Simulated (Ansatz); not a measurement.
**BLYP/cc-pVDZ run of CH4F2Si (SMILES C[SiH](F)F)**

Aim: the electronic atomisation energy of CH4F2Si at BLYP/cc-pVDZ, from 5 runs. 

The results are computed with Ansatz 0.2.0.

61 further runs of the same task are left out: 1 that didn't finish, 60 set aside as unsound or not needed.

## (1) The molecule

CH4F2Si: 8 atoms, total charge 0, spin state singlet. SMILES: `C[SiH](F)F`. The shape is that of a PBE0-D4/def2-TZVP optimisation.

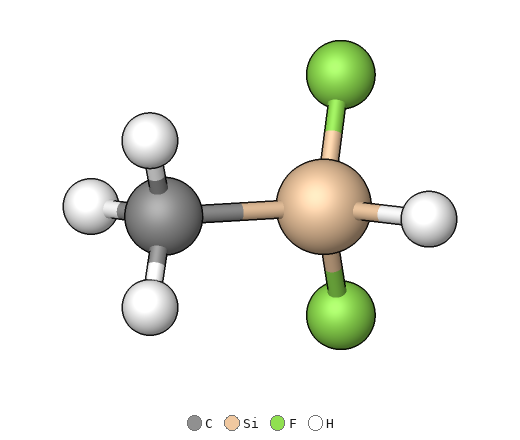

The structure, seen from a chosen angle (carbon grey, silicon light orange, fluorine green, hydrogen white).

## (2) The energy at BLYP/cc-pVDZ

The input, molecule.yaml:

```yaml
crystal:
  periodic: [false, false, false]
  atoms:
    - {symbol: C, position_ang: [-0.387100, 0.881700, -0.174700]}
    - {symbol: Si, position_ang: [0.329300, -0.775200, 0.180600]}
    - {symbol: F, position_ang: [1.916300, -0.678300, 0.226700]}
    - {symbol: F, position_ang: [-0.035400, -1.783900, -0.994000]}
    - {symbol: H, position_ang: [-0.013400, 1.269000, -1.125400]}
    - {symbol: H, position_ang: [-0.122700, 1.591000, 0.613300]}
    - {symbol: H, position_ang: [-1.476800, 0.824400, -0.231400]}
    - {symbol: H, position_ang: [-0.118100, -1.385700, 1.449000]}
basis:
  gaussian:
    orbitals: cc-pVDZ
hamiltonian:
  xc: {name: BLYP}
accuracy: high
output:
  orbitals: {seedname: orbitals}
```

Command:

```
ansatz run molecule.yaml --threads 1 --pin off --max-ram 3480MiB --events-out events.jsonl --progress --plain --runs-dir runs
```

Log:

```text
Warning: RAYON_NUM_THREADS=1 ignored (pool sized by the plan → 1); use --threads N
Functional definition: BLYP
  name "BLYP"
  parameter beta = 0.0042
  parameter a = 0.04918
  parameter b = 0.132
  parameter c = 0.2533
  parameter d = 0.349
  exchange = b88_x(beta = beta)
  correlation = lyp_c(a = a, b = b, c = c, d = d)
1820 factors; integrals over basis functions are off by at most 3.9e-9 eV
mean field evaluation 1: about -14406.3272 eV, gradient 6.7e1 eV
mean field evaluation 2: about -14393.4213 eV, gradient 1.0e2 eV
mean field evaluation 4: about -14415.3498 eV, gradient 6.5e0 eV
mean field evaluation 8: about -14415.4361 eV, gradient 9.2e-2 eV
mean field evaluation 16: about -14415.4361 eV, gradient 1.1e-5 eV
mean field -14415.43609062 eV, -529.7575051969 hartree, gradient 6.4e-8 eV, S^2 0.000000; 0 other end points of the search recorded, 0 dependent functions left out
reference -14415.43614154 eV, -529.7575070680 hartree; 21, 21 occupied and 59, 59 virtual orbitals, 1820 factors
Total energy: -14415.43614154 eV, -529.7575070680 hartree
```

It took 9 s on 1 thread of Arm Neoverse V1, shared host; peak memory 0.2 GiB.

## (3) The C atom at the same level

The input, run.yaml:

```yaml
crystal:
  periodic: [false, false, false]
  atoms:
    - {symbol: C, position_ang: [0.000000, 0.000000, 0.000000]}
basis:
  gaussian:
    orbitals: cc-pVDZ
magnetization:
  spin_polarized: true
  initial_magnetization: 2
hamiltonian:
  xc: {name: BLYP}
accuracy: high
```

Run the same way, it converges to -37.83784 Eh (log not shown).

## (4) The F atom, same level

The input, input.yaml:

```yaml
crystal:
  periodic: [false, false, false]
  atoms:
    - {symbol: F, position_ang: [0.000000, 0.000000, 0.000000]}
basis:
  gaussian: {orbitals: cc-pVDZ}
magnetization: {spin_polarized: true, initial_magnetization: 1}
hamiltonian: {xc: {name: BLYP}}
accuracy: high
```

Run the same way, it converges to -99.71336 Eh (log not shown).

## (5) The H atom, same level

input.yaml: that of step 4 with these lines changed.

```diff
@@ -3,3 +3,3 @@
   atoms:
-    - {symbol: F, position_ang: [0.000000, 0.000000, 0.000000]}
+    - {symbol: H, position_ang: [0.000000, 0.000000, 0.000000]}
 basis:
```

Command:

```
ansatz run input.yaml --threads 1 --pin off --max-ram 3480MiB --events-out events.jsonl --progress --plain --runs-dir runs
```

Log, cut to the lines that bear on the results:

```text
Warning: RAYON_NUM_THREADS=1 ignored (pool sized by the plan → 1); use --threads N
[... 9 set-up lines as earlier in the session ...]
15 factors; integrals over basis functions are off by at most 4.6e-8 eV
mean field evaluation 1: about -13.5051 eV, gradient 4.7e-1 eV
mean field evaluation 2: about -13.5079 eV, gradient 5.7e-2 eV
mean field evaluation 4: about -13.5078 eV, gradient 4.7e-5 eV
mean field evaluation 8: about -13.5078 eV, gradient 8.0e-9 eV
mean field -13.50779466 eV, -0.4964022977 hartree, gradient 8.0e-9 eV, S^2 0.750000; 0 other end points of the search recorded, 0 dependent functions left out
reference -13.50782071 eV, -0.4964032550 hartree; 1, 0 occupied and 4, 5 virtual orbitals, 15 factors
Total energy: -13.50782071 eV, -0.4964032550 hartree
```

It took 0.12 s on 1 thread of Arm Neoverse V1, shared host.

## (6) The Si atom at the same level

The input, run.yaml:

```yaml
crystal:
  periodic: [false, false, false]
  atoms:
    - {symbol: Si, position_ang: [0.000000, 0.000000, 0.000000]}
basis:
  gaussian: {orbitals: cc-pVDZ}
total_charge: 0
accuracy: high
hamiltonian: {xc: {name: BLYP}}
magnetization: {spin_polarized: true, initial_magnetization: 2}
```

Run the same way, it converges to -289.37230 Eh (log not shown).

## (7) Summary of results

Level: BLYP/cc-pVDZ.

| quantity | value |
| --- | --- |
| molecule: total energy | -529.75751 Eh |
| molecule: HOMO energy | -7.59 eV |
| molecule: LUMO energy | 0.82 eV |
| molecule: HOMO–LUMO gap | 8.41 eV |
| C atom: total energy | -37.83784 Eh |
| C atom: ⟨S²⟩ | 2.002 |
| F atom: total energy | -99.71336 Eh |
| F atom: ⟨S²⟩ | 0.751 |
| H atom: total energy | -0.49640 Eh |
| H atom: ⟨S²⟩ | 0.750 |
| Si atom: total energy | -289.37230 Eh |
| Si atom: ⟨S²⟩ | 2.002 |
| electronic atomisation energy | 30.886 eV |

Taking the molecule apart into free atoms costs 30.89 eV (712 kcal/mol), before zero-point energy and without spin-orbit coupling.
